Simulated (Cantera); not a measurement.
A closed system holds: 1 mol HI, 7.1 mol H₂O, 1.9 mol O₂, held at 0.100 bar.

Cantera equilibrium calculation (NASA polynomials, part measured and part estimated; ideal gas, pure solids and liquids). Candidate condensed phases: H₂O, I₂; 12 gas species. Rates play no part.

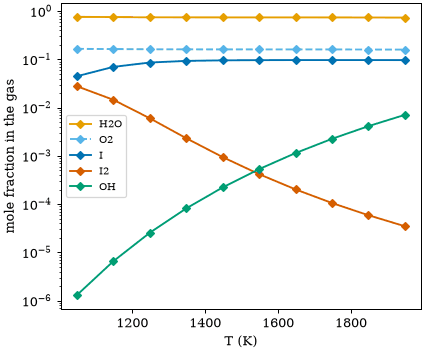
Fig. 1. Equilibrium gas composition (values under 1e-9 drawn at 1e-9)

From 1048 K to 1948 K nothing is condensed.
